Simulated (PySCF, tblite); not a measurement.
**C7H8ClFSi: geometry, infrared bands and NMR shifts**

Aim: predict the infrared bands and NMR shifts of C7H8ClFSi (`C#C[C@@]1(Cl)C([SiH2]F)=C[C@@H]1C`).

The runs use tblite 0.8.0 and PySCF 2.14.0, with density-fitted response routines of our own; the level of theory stands in each step. All values are computed, except where a source is named. Atoms are numbered from 0 throughout.

## Step 1: The molecule as given

18 atoms, charge 0, multiplicity 1; geometry from: force field or distance geometry start.

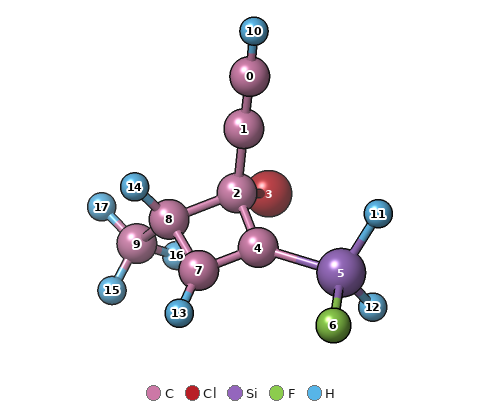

The starting geometry (carbon pink, chlorine red, silicon purple, fluorine green, hydrogen blue), atoms numbered; sticks join atoms by distance.

## Step 2: Optimising the geometry with GFN2-xTB

What the job is given:

```
{"job": {"kind": "relax", "xc": "GFN2-xTB", "basis": "xTB"}, "charge": 0, "multiplicity": 1}
C      1.649800     2.308100     0.806200
C      0.955800     1.570000     0.142800
C      0.137500     0.637200    -0.623400
Cl    -0.035800     1.122700    -2.345600
C      0.486600    -0.756200    -0.404300
Si     1.994600    -1.742700    -0.873600
F      2.040700    -3.153100     0.007500
C     -0.626800    -1.018700     0.212800
C     -1.137800     0.333400     0.077500
C     -2.396800     0.468500    -0.776000
H      2.235400     2.950700     1.390400
H      3.192700    -0.924500    -0.645300
H      1.840500    -2.093300    -2.269700
H     -1.023200    -1.938800     0.653100
H     -1.269200     0.850300     1.059800
H     -3.036200    -0.398100    -0.546100
H     -2.110600     0.379500    -1.861800
H     -2.905900     1.411300    -0.545500
```

Run with:

```bash
$ OMP_NUM_THREADS=1 python probes_run.py task.json out
```

This one command runs all jobs of the session in turn.

Output:

```text
step      E/eV     max force
  0    -816.60186    3.668
  1    -816.81742    3.538
  2    -816.90537    3.988
  3    -816.95732    2.780
  4    -817.02505    0.529
  5    -817.05366    0.455
  6    -817.11251    0.616
  7    -817.12775    0.403
  8    -817.13677    0.294
  9    -817.14536    0.362
 10    -817.15390    0.335
 11    -817.15953    0.171
 12    -817.16287    0.133
 13    -817.16529    0.154
 14    -817.16751    0.148
 15    -817.16952    0.100
 16    -817.17113    0.086
 17    -817.17250    0.110
 18    -817.17396    0.107
 19    -817.17545    0.095
 20    -817.17680    0.103
 21    -817.17801    0.094
 22    -817.17934    0.106
 23    -817.18108    0.112
 24    -817.18324    0.114
 25    -817.18559    0.130
 26    -817.18821    0.143
 27    -817.19170    0.176
 28    -817.19650    0.258
 29    -817.20172    0.250
 30    -817.20566    0.130
 31    -817.20778    0.103
 32    -817.20912    0.110
 33    -817.21020    0.158
 34    -817.21199    0.129
 35    -817.21329    0.080
 36    -817.21419    0.056
 37    -817.21454    0.047
 38    -817.21518    0.046
 39    -817.21566    0.046
 40    -817.21619    0.061
 41    -817.21672    0.068
 42    -817.21738    0.061
 43    -817.21807    0.059
 44    -817.21868    0.049
 45    -817.21911    0.045
 46    -817.21946    0.042
 47    -817.21983    0.044
 48    -817.22035    0.061
 49    -817.22082    0.055
 50    -817.22121    0.046
 51    -817.22159    0.045
 52    -817.22200    0.051
 53    -817.22237    0.042
 54    -817.22263    0.048
 55    -817.22286    0.045
 56    -817.22314    0.039
 57    -817.22346    0.049
 58    -817.22368    0.038
 59    -817.22377    0.018
 60    -817.22381    0.013
 61    -817.22385    0.014
 62    -817.22389    0.017
 63    -817.22391    0.012
 64    -817.22393    0.011
 65    -817.22394    0.012
 66    -817.22396    0.012
 67    -817.22399    0.016
 68    -817.22402    0.014
 69    -817.22405    0.011
 70    -817.22408    0.012
 71    -817.22411    0.011
 72    -817.22414    0.012
 73    -817.22416    0.013
 74    -817.22420    0.014
 75    -817.22424    0.013
 76    -817.22429    0.015
 77    -817.22433    0.015
 78    -817.22437    0.014
 79    -817.22442    0.015
 80    -817.22449    0.017
 81    -817.22457    0.019
 82    -817.22467    0.023
 83    -817.22477    0.023
 84    -817.22488    0.026
 85    -817.22500    0.021
 86    -817.22511    0.020
 87    -817.22518    0.020
 88    -817.22524    0.022
 89    -817.22530    0.020
 90    -817.22537    0.016
 91    -817.22545    0.019
 92    -817.22554    0.020
 93    -817.22563    0.022
 94    -817.22571    0.016
 95    -817.22575    0.017
 96    -817.22576    0.011
 97    -817.22578    0.008
```

Run time: 1.6 s. Hardware: 1 thread of Arm Neoverse N1, shared host.

Step by step: (not every step is listed)

```
step  energy from step 0 (eV)  largest force (eV/Å)
   0                   0.0000                3.6683
   1                  -0.2156                3.5377
   2                  -0.3035                3.9880
   3                  -0.3555                2.7801
   4                  -0.4232                0.5292
   5                  -0.4518                0.4554
   6                  -0.5107                0.6164
   7                  -0.5259                0.4033
   8                  -0.5349                0.2941
  16                  -0.5693                0.0865
  24                  -0.5814                0.1135
  32                  -0.6073                0.1105
  40                  -0.6143                0.0608
  48                  -0.6185                0.0611
  56                  -0.6213                0.0389
  64                  -0.6221                0.0110
  72                  -0.6223                0.0122
  80                  -0.6226                0.0169
  88                  -0.6234                0.0220
  92                  -0.6237                0.0196
  93                  -0.6238                0.0224
  94                  -0.6239                0.0163
  95                  -0.6239                0.0166
  96                  -0.6239                0.0108
  97                  -0.6239                0.0079
```

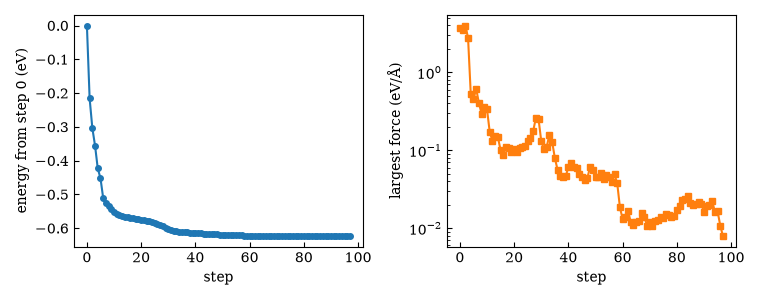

Energy and force, step by step.

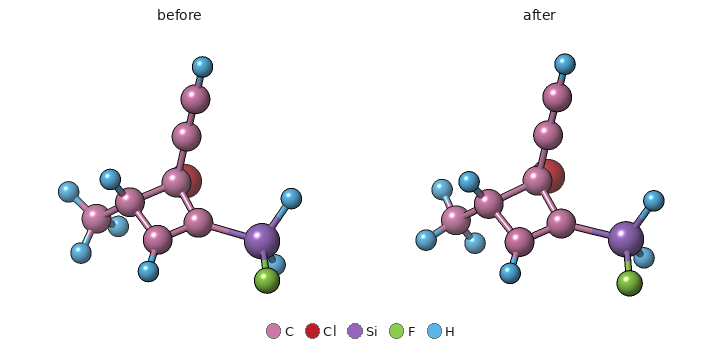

Before and after, at one scale.

Distances of close pairs at the start and the end, largest changes first:

```
  bond  before (Å)  after (Å)  change (Å)
 C2–C8       1.487      1.567      +0.081
 C2–C4       1.453      1.518      +0.065
 C7–C8       1.452      1.505      +0.053
Si5–F6       1.664      1.612      -0.052
 C4–C7       1.300      1.339      +0.039
C9–H16       1.126      1.087      -0.039
C8–H14       1.118      1.094      -0.023
 C1–C2       1.458      1.435      -0.023
```

The end geometry stands in the next job.

## Step 3: Harmonic vibrations with GFN2-xTB

What the job is given:

```
{"job": {"kind": "ir", "xc": "GFN2-xTB", "basis": "xTB"}, "charge": 0, "multiplicity": 1}
C      1.662835     2.359136     0.779009
C      0.972088     1.589281     0.174548
C      0.151910     0.665055    -0.556013
Cl     0.066165     1.213315    -2.264366
C      0.518413    -0.799497    -0.401412
Si     2.060719    -1.703454    -0.939229
F      1.983188    -3.163355    -0.260742
C     -0.636519    -1.090451     0.210238
C     -1.217606     0.294204     0.110067
C     -2.460181     0.432642    -0.751230
H      2.264576     3.032443     1.312821
H      3.260117    -1.080149    -0.401429
H      2.073513    -1.947938    -2.373418
H     -1.037226    -1.993094     0.633055
H     -1.364142     0.802092     1.068345
H     -3.315861     0.013822    -0.225871
H     -2.333949    -0.098750    -1.691457
H     -2.656801     1.481014    -0.964092
```

Output:

```text
mode    cm-1     km/mol
  1      29.3      3.30
  2      74.8      1.05
  3      83.5      2.70
  4      91.2      0.23
  5     123.5      0.23
  6     151.2      3.68
  7     186.5      0.76
  8     210.4      0.80
  9     245.8      1.90
 10     305.6      2.33
 11     378.4      4.86
 12     408.3      3.43
 13     433.3      7.34
 14     481.5      2.47
 15     513.3     41.86
 16     530.6     63.22
 17     559.3     30.23
 18     595.8     30.90
 19     660.1     17.03
 20     662.3     32.28
 21     717.6    191.10
 22     758.6    241.29
 23     807.7     70.27
 24     815.0    196.76
 25     860.2     21.78
 26     901.1     34.88
 27     944.7     11.99
 28    1046.7      3.89
 29    1058.2      4.07
 30    1102.2      7.82
 31    1108.7      9.79
 32    1156.7      8.84
 33    1204.1      1.75
 34    1235.6      1.70
 35    1305.1      2.07
 36    1402.1      5.01
 37    1484.9      7.04
 38    1490.6      7.34
 39    1647.4     36.45
 40    2272.3      2.03
 41    2324.5    310.63
 42    2341.7    111.95
 43    2930.4     31.88
 44    3031.5     33.44
 45    3036.9     16.79
 46    3044.2     19.92
 47    3128.9     31.69
 48    3395.4      9.71
```

Run time: 1.6 s. Hardware: 1 thread of Arm Neoverse N1, shared host.

The strongest bands and the atoms that carry them (share of the mass-weighted mode):

```
cm⁻¹  km/mol                                  atoms
 513    41.9           Si5 14 %, Cl3 14 %, H12 12 %
 531    63.2  Si5 22 %, C8 17 %, H11 17 %, H12 10 %
 718   191.1                     H12 46 %, H11 41 %
 759   241.3                     H12 47 %, H11 47 %
 808    70.3   H13 43 %, F6 17 %, C7 16 %, Si5 11 %
 815   196.8            F6 37 %, Si5 27 %, H13 23 %
2324   310.6                     H12 53 %, H11 42 %
2342   112.0                     H11 54 %, H12 44 %
```

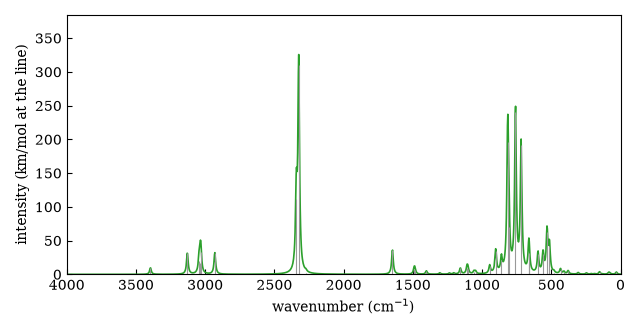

The infrared spectrum from these modes, unscaled. Lines are broadened to a width of 14 cm⁻¹ (Lorentzian).

## Step 4: NMR shieldings: PBE0/pcSseg-1

The job, as its differences from that of step 3:

```diff
@@ -1,2 +1,2 @@
-{"job": {"kind": "ir", "xc": "GFN2-xTB", "basis": "xTB"}, "charge": 0, "multiplicity": 1}
+{"job": {"kind": "nmr", "xc": "PBE0", "basis": "pcSseg-1"}, "charge": 0, "multiplicity": 1}
 C      1.662835     2.359136     0.779009
```

Method: GIAO PBE0/pcSseg-1 NMR shielding, non-relativistic, gas phase.

Output:

```text
coarse grid: 16896 points
cycle   1  E = -1120.0986404268  dE =  1.427e+00  |g| = 6.910e-01  |ddm| = 4.229e+00
cycle   2  E = -1120.0318382299  dE =  6.680e-02  |g| = 9.709e-01  |ddm| = 1.503e+00
cycle   3  E = -1120.1897202516  dE = -1.579e-01  |g| = 1.468e-01  |ddm| = 8.936e-01
cycle   4  E = -1120.1934681820  dE = -3.748e-03  |g| = 7.545e-02  |ddm| = 1.987e-01
cycle   5  E = -1120.1947109890  dE = -1.243e-03  |g| = 2.706e-02  |ddm| = 7.479e-02
cycle   6  E = -1120.1948641814  dE = -1.532e-04  |g| = 4.611e-03  |ddm| = 2.258e-02
cycle   7  E = -1120.1948682402  dE = -4.059e-06  |g| = 2.064e-03  |ddm| = 6.005e-03
final grid: 156712 points
cycle   8  E = -1120.2603185191  dE = -4.696e-05  |g| = 7.540e-03  |ddm| = 6.299e-02
cycle   9  E = -1120.2603094878  dE =  9.031e-06  |g| = 9.488e-03  |ddm| = 2.044e-02
cycle  10  E = -1120.2603318191  dE = -2.233e-05  |g| = 1.945e-03  |ddm| = 1.304e-02
cycle  11  E = -1120.2603325856  dE = -7.664e-07  |g| = 6.457e-04  |ddm| = 2.211e-03
cycle  12  E = -1120.2603326782  dE = -9.265e-08  |g| = 1.875e-04  |ddm| = 6.977e-04
cycle  13  E = -1120.2603326857  dE = -7.495e-09  |g| = 6.962e-05  |ddm| = 1.880e-04
cycle  14  E = -1120.2603326868  dE = -1.144e-09  |g| = 1.848e-05  |ddm| = 9.491e-05
cycle  15  E = -1120.2603326869  dE = -8.345e-11  |g| = 4.056e-06  |ddm| = 2.285e-05
converged SCF energy = -1120.2603326869

GIAO shielding tensors (ppm)
atom      isotropic    diamagn.    paramagn.     s11        s22        s33       span
  0 C      102.910     258.388    -155.478     40.800     47.816    220.114    179.313
  1 C       99.793     258.671    -158.878     -8.057      3.076    304.359    312.416
  2 C      121.446     241.381    -119.934     91.313    120.853    152.173     60.860
  3 Cl     715.603    1146.668    -431.064    480.606    636.035   1030.169    549.563
  4 C       29.815     255.140    -225.325    -74.831     31.011    133.265    208.096
  5 Si     364.040     877.489    -513.449    321.337    329.523    441.259    119.922
  6 F      413.070     466.361     -53.291    390.990    410.621    437.598     46.608
  7 C       17.662     252.275    -234.613   -105.762      5.061    153.687    259.449
  8 C      129.466     247.395    -117.929    108.380    133.686    146.331     37.951
  9 C      167.596     245.073     -77.477    157.309    164.943    180.535     23.225
 10 H       29.381      34.399      -5.018     24.617     25.069     38.457     13.840
 11 H       26.286      28.328      -2.041     22.586     26.247     30.026      7.440
 12 H       26.266      27.907      -1.641     22.490     26.201     30.106      7.616
 13 H       24.385      32.576      -8.191     22.538     24.559     26.057      3.519
 14 H       28.422      30.319      -1.897     24.510     28.934     31.821      7.312
 15 H       30.341      27.714       2.628     25.883     27.472     37.670     11.787
 16 H       30.491      29.092       1.399     25.914     30.744     34.816      8.902
 17 H       30.155      28.392       1.763     25.757     28.631     36.078     10.322
```

It took 94 s on 1 thread of Arm Neoverse N1, shared host; peak memory 1.1 GiB.

Shifts follow as δ = σ(reference) − σ, with reference shieldings (ppm) from runs at the same level and on the same kind of geometry: 1H TMS 31.72, 13C TMS 186.9, 29Si TMS 349.2, 19F CFCl3 170.9, 35Cl HCl 950. The references are single molecules in the gas phase, so shifts against H2O, NH3, PH3, H3PO4 or CFCl3 are not on the usual liquid scales and can be off by tens of ppm. Atoms listed in one row are averaged.

```
        atoms                                        environment  σ (ppm)  δ (ppm)  δ scaled to CDCl3
           C7                                          alkene CH     17.7    169.3              163.3
           C4                    fully substituted alkene carbon     29.8    157.1              151.4
           C1                                      alkyne carbon     99.8     87.1               83.1
           C0                             terminal alkyne carbon    102.9     84.0               80.1
           C2  allylic fully substituted sp3 carbon bonded to Cl    121.4     65.5               62.0
           C8                                     allylic sp3 CH    129.5     57.5               54.2
           C9                                      methyl carbon    167.6     19.3               17.0
          H13                           hydrogen on an alkene CH    24.38     7.33               7.02
          H12               hydrogen on a silicon bonded to C, F    26.27     5.45                  –
          H11               hydrogen on a silicon bonded to C, F    26.29     5.43                  –
          H14                      hydrogen on an allylic sp3 CH    28.42     3.30               3.21
          H10               hydrogen on a terminal alkyne carbon    29.38     2.34               2.31
H15, H16, H17                        hydrogen on a methyl carbon    30.33     1.39               1.41
          Cl3                               chlorine bonded to C      716      234                  –
          Si5                        silicon bonded to C, F, 2 H    364.0    -14.9                  –
           F6                              fluorine bonded to Si    413.1   -242.1                  –
```

The scaled column applies a straight-line fit of computed shieldings to shifts measured in CDCl3, with any fitted terms for Cl, Br or S neighbours, and one for carbons that bear F (root-mean-square error 0.16 ppm for H, 1.9 ppm for C).

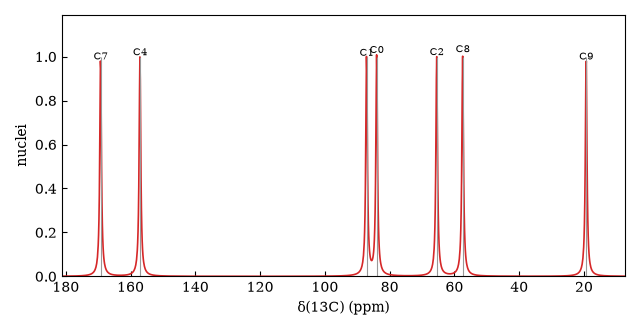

13C lines at the computed shifts, without couplings. Lines are broadened to a width of 0.60 ppm (Lorentzian).

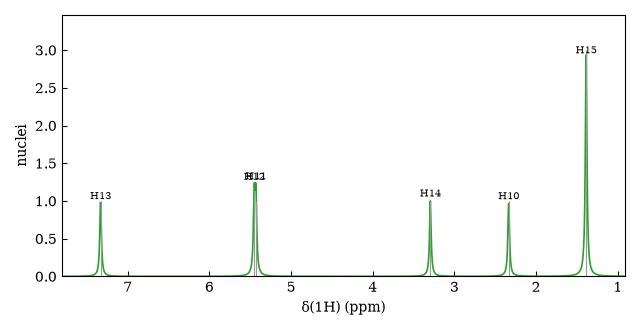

1H lines at the computed shifts, without couplings. Lines are broadened to a width of 0.02 ppm (Lorentzian).

Charges from the same density, by scheme (e):

```
atoms  Mulliken    IAO  Hirshfeld  ESP fit
   C0     -0.38  -0.22      -0.10    -0.44
   C1      0.58  -0.04      -0.05     0.14
   C2     -0.53   0.03       0.05    -0.26
  Cl3     -0.05  -0.10      -0.04    -0.07
   C4     -0.21  -0.31      -0.11    -0.09
  Si5      0.97   1.10       0.42     0.69
   F6     -0.43  -0.54      -0.21    -0.32
   C7     -0.02  -0.10      -0.01    -0.27
   C8     -0.16  -0.09      -0.02     0.40
   C9     -0.18  -0.42      -0.13    -0.50
```

Hirshfeld charges:

C0 -0.10; C1 -0.05; C2 0.05; Cl3 -0.04; C4 -0.11; Si5 0.42; F6 -0.21; C7 -0.01; C8 -0.02; C9 -0.13; H10 0.10; H11 -0.07; H12 -0.07; H13 0.07; H14 0.04; H15 0.05; H16 0.03; H17 0.04

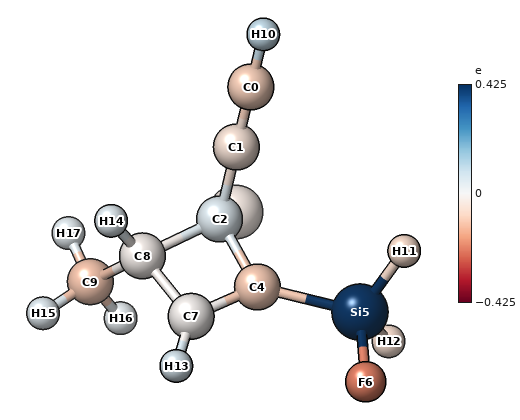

Hirshfeld charges, as colours on the atoms.

Mayer bond orders: C0–C1 2.45, C1–C2 0.80, C2–Cl3 1.15, C2–C4 0.94, C4–Si5 0.90, Si5–F6 0.92, C4–C7 1.74, C7–C8 1.00, C8–C9 1.03, C8–C2 0.89.

Ring of atoms C2, C4, C7, C8: NICS(0) 1.8, NICS(1) -2.5, NICS(1)zz 2.3 ppm (means of both faces).

## Step 5: Summary of results

| quantity | value |
| --- | --- |
| strongest single infrared mode (GFN2-xTB) | 2324 cm⁻¹, 311 km/mol |
| zero-point energy (GFN2-xTB) | 76.2 kcal/mol |
| 13C shifts against TMS (PBE0/pcSseg-1) | 169.3, 157.1, 87.1, 84.0, 65.5, 57.5, 19.3 ppm |
| 1H shifts against TMS (PBE0/pcSseg-1, means over atoms taken as alike) | 7.33, 5.45, 5.43, 3.30, 2.34, 1.39 ppm |
| 35Cl shifts against HCl (PBE0/pcSseg-1) | 234 ppm |
| 29Si shifts against TMS (PBE0/pcSseg-1) | -14.9 ppm |
| 19F shifts against CFCl3 (PBE0/pcSseg-1) | -242.1 ppm |

Over 97 steps the energy fell by 0.624 eV; of the close pairs, C2–C8 changed most, 1.487 to 1.567 Å. All 48 modes are real, so the xTB geometry is a minimum. The strongest single mode, at 2324 cm⁻¹, moves mainly H12 and H11. GFN2-xTB is a fitted tight-binding method: band positions and strengths are rough. Its intensities can rank the bands wrongly. The most deshielded hydrogen is H13 (hydrogen on an alkene CH), at 7.33 ppm: olefinic region. At PBE0/pcSseg-1: Shielding is most anisotropic at Cl3 (span 550 ppm, paramagnetic term -431 ppm).
